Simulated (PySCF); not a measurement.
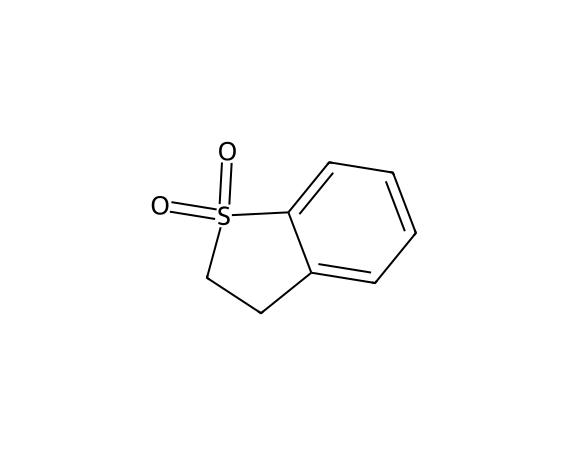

2D structure.

> Write the SMILES.

O=S1(=O)CCc2ccccc21

> What is the molecular formula?

C8H8O2S.

> An optimisation with PBE0-D3(BJ)/def2-SVP gave a structure of which point group?

C1.

The parts below concern this one geometry. Atoms keep their numbers from picture to picture. The computed structure is the end point of a PBE0-D3(BJ)/def2-SVP optimisation. No frequency run is at hand to confirm it as a minimum.

## Shape

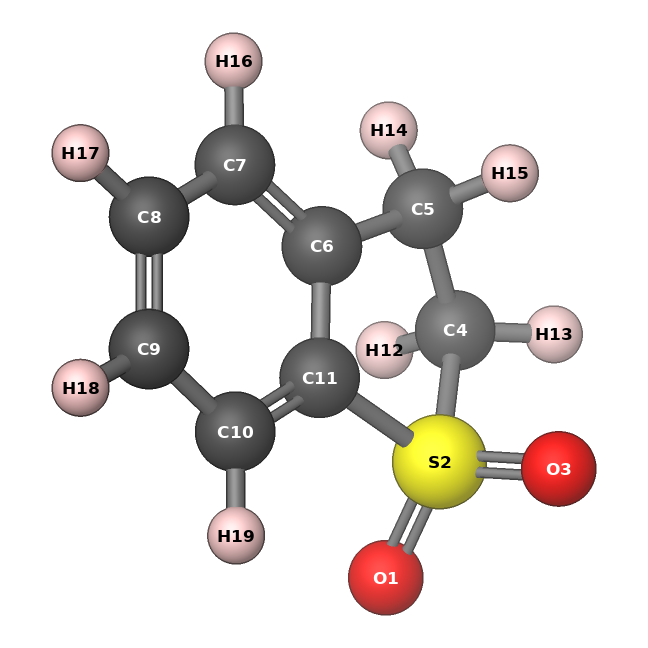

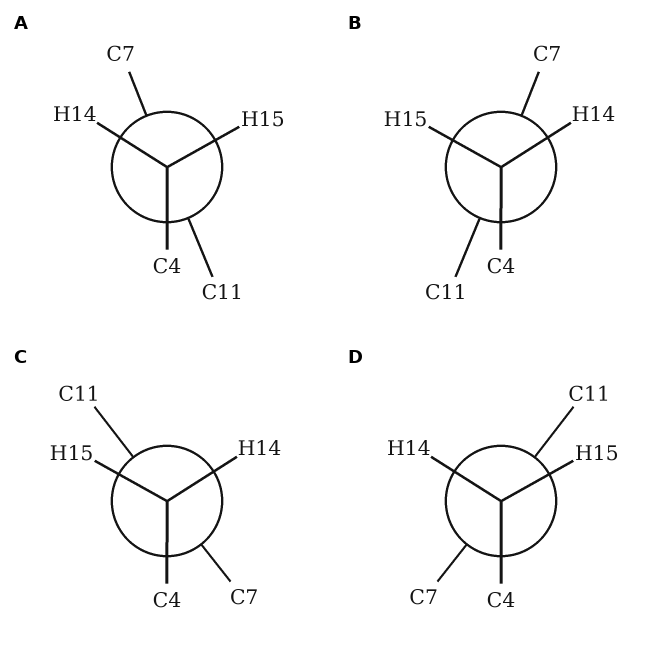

Distant atoms are faded towards the background colour. Bonds that would overlap in a projection are set slightly apart. No frequency run is at hand to confirm it as a minimum.

> Which Newman projection shows the view along C5–C6, with C5 in front?

B. The torsion angle C4–C5–C6–C7 is −158°, antiperiplanar (anti).

## Ring current

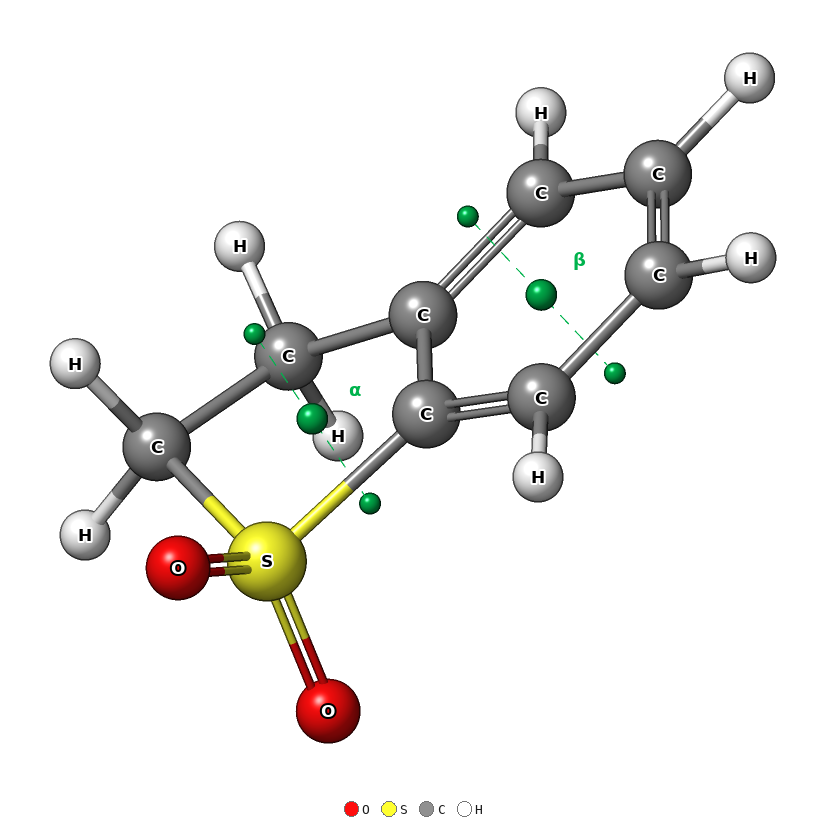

The small points mark where nucleus-independent chemical shifts (NICS) were computed: at the centre of each lettered ring and 1 Å above and below it. No frequency run is at hand to confirm it as a minimum. Method: GIAO B3LYP/pcSseg-2 NMR shielding, non-relativistic, gas phase (PySCF 2.14.0).

Give NICS(0), NICS(1) and the out-of-plane component NICS(1)zz for each ring (means of the two sides).

```csv
ring,members,NICS(0),NICS(1),NICS(1)zz
α,C4S,−2.1,−1.6,1.3
β,C6,−8.9,−10.0,−27.3
```

Values in ppm.

> What do the values say about the ring currents?

Ring α: weak, as in a non-aromatic ring. Ring β: diatropic, as in an aromatic ring. NICS is one index among several.

## Polarisability

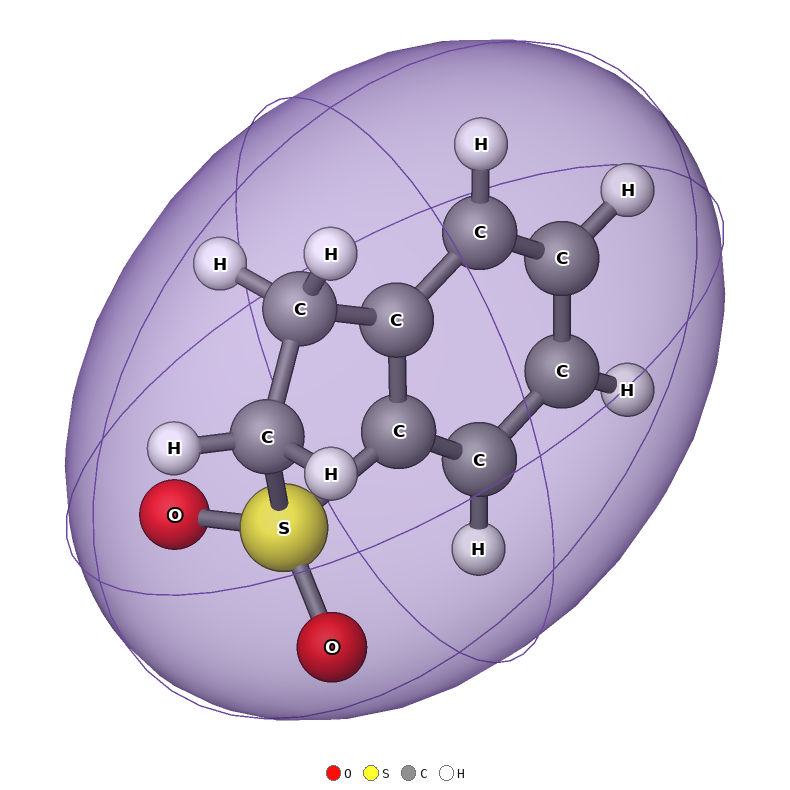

The ellipsoid shows the static dipole polarisability: its half-axes are proportional to the principal values. No frequency run is at hand to confirm it as a minimum. Method: PBE0/def2-SVPD (PySCF 2.14.0).

> Give the principal values, the mean and the anisotropy.

Principal values 78.9, 120.8, 141.3 bohr³; mean 113.7 bohr³ (16.84 Å³); anisotropy 55.1 bohr³, so the longest axis is 1.79 times the shortest.

## NMR shielding

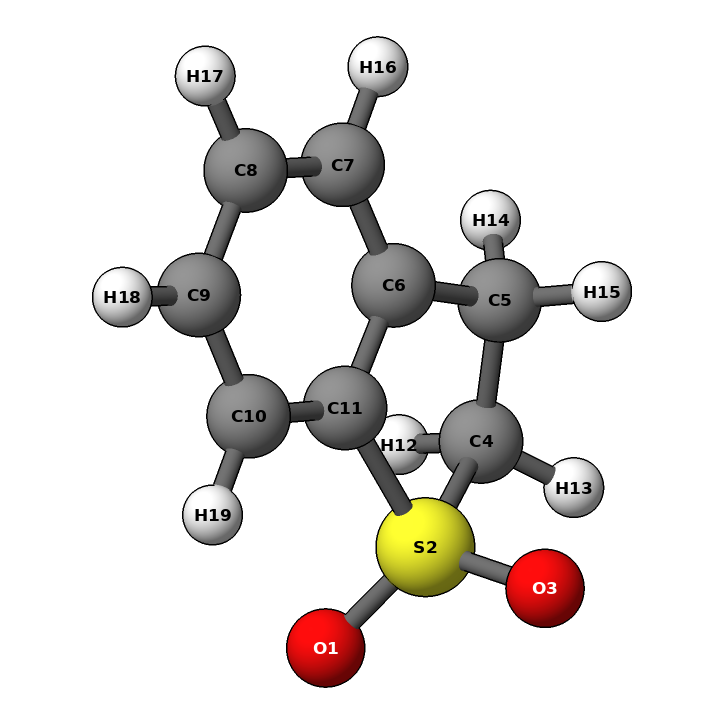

No frequency run is at hand to confirm it as a minimum. Level of theory: GIAO B3LYP/pcSseg-2 NMR shielding, non-relativistic, gas phase (PySCF 2.14.0). Principal shieldings σ11 ≤ σ22 ≤ σ33, span Ω = σ33 − σ11, skew κ = 3(σiso − σ22)/Ω.

Give the shielding tensors of the S atoms.

```csv
atom,σ11,σ22,σ33,σiso,Ω,κ
S2,−18.6,118.8,241.8,114.0,260.4,−0.06
```

Shieldings and span in ppm.
